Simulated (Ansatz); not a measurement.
**Br3FSn: density, localisation and related maps**

```xyz
5

F    -0.5598   -0.1081    1.8429
Sn   -0.0021   -0.0167    0.0310
Br    1.9689   -1.4298   -0.1682
Br   -1.8552   -0.8383   -1.3153
Br    0.4980    2.3193   -0.4318
```

Geometry: PBE0-D4/def2-TZVP; core potentials replace the inner electrons of Sn.

These are results of RKS PBE0-D4/def2-TZVPP in Ansatz 0.2.0, not measurements.

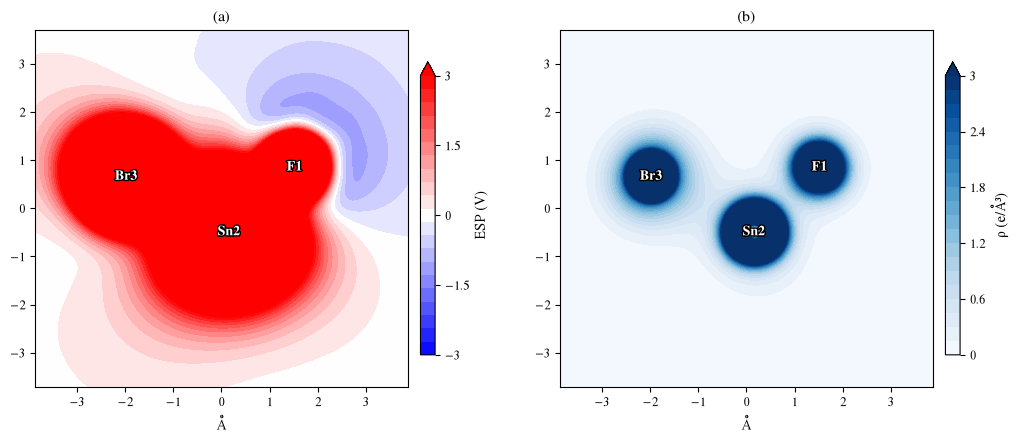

Figure 1. (a) molecular electrostatic potential; (b) electron density on the plane of atoms F1, Sn2 and Br3.

Question: What do the fields say about this system?

Answer:
- Atoms in the plane: F, Sn and Br.
- Sn–F (1.90 Å): ρ at the midpoint is about 0.89 e/Å³.
- Sn–Br (2.43 Å): the density is about 0.6 e/Å³ at the midpoint.
- Outside the dense part of the molecule the potential is most negative (−1.1 V) near F1.

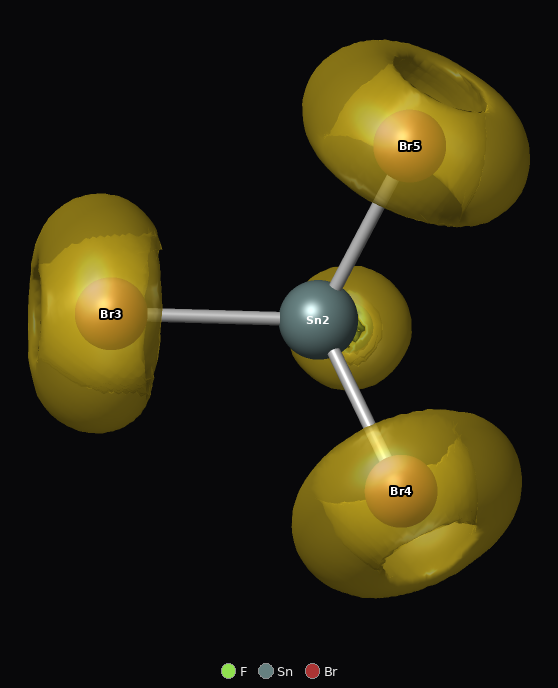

Figure 2. Isosurface of the electron localisation function at 0.8 (yellow), seen at a tilt. Core shells and regions of very low density are left out.

Question: Identify the bonds, lone pairs and shells in this picture.

Answer: At this value the surface marks out three rings or bowls of non-bonding electrons around Br and one region wrapped around F (its valence shell). Along the contacts the grid gives the following. Sn–F (1.90 Å): the ELF peaks at about 0.80 in the valence shell of F, 0.5 Å from its nucleus, and drops to about 0.15 between the two atoms. Sn–Br (2.43 Å): the ELF peaks at about 0.75 in the valence shell of Br, 1.0 Å from its nucleus, and drops to about 0.20 between the two atoms.

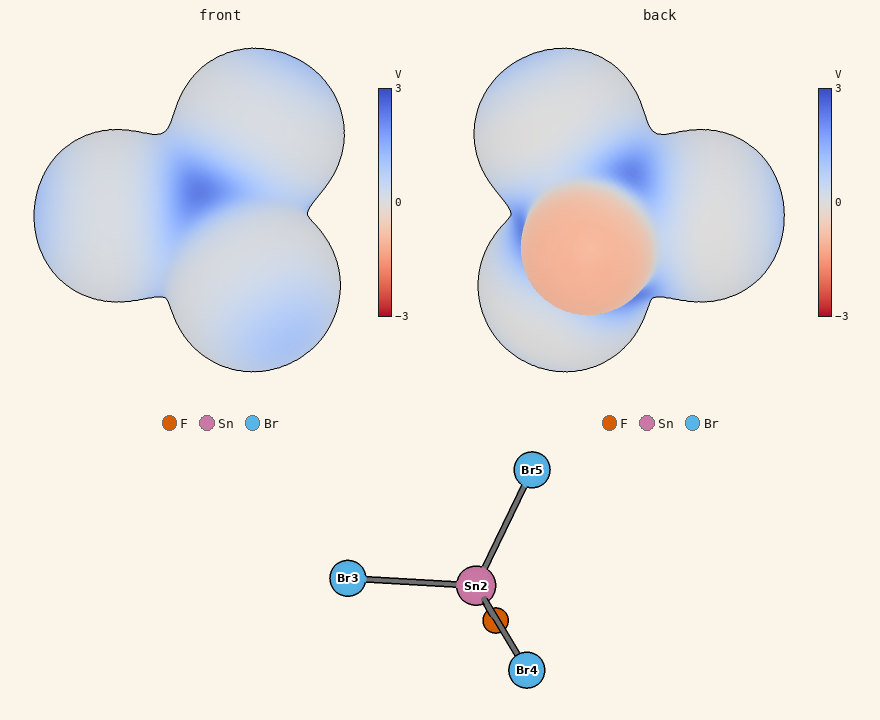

Figure 3. The electrostatic potential painted on the density surface at 0.002 e/bohr³, seen from the front and from behind; red is negative and blue positive. The bare structure is drawn below in the same view.

Question: Where is the surface potential most negative and most positive?

Answer: The most negative region (about −1.1 V, or −25 kcal/mol for a unit charge) lies over F1, the most positive (about +2.1 V, or +48 kcal/mol for a unit charge) over Sn2. Br3 shows a σ-hole: about +0.9 V, or +21 kcal/mol for a unit charge at the tip opposite its bond, against about +0.1 V on its flanks. Br4 shows a σ-hole: about +0.9 V, or +21 kcal/mol for a unit charge at the tip opposite its bond, against about +0.1 V on its flanks. Br5 shows a σ-hole: about +0.9 V, or +21 kcal/mol for a unit charge at the tip opposite its bond, against about +0.1 V on its flanks.
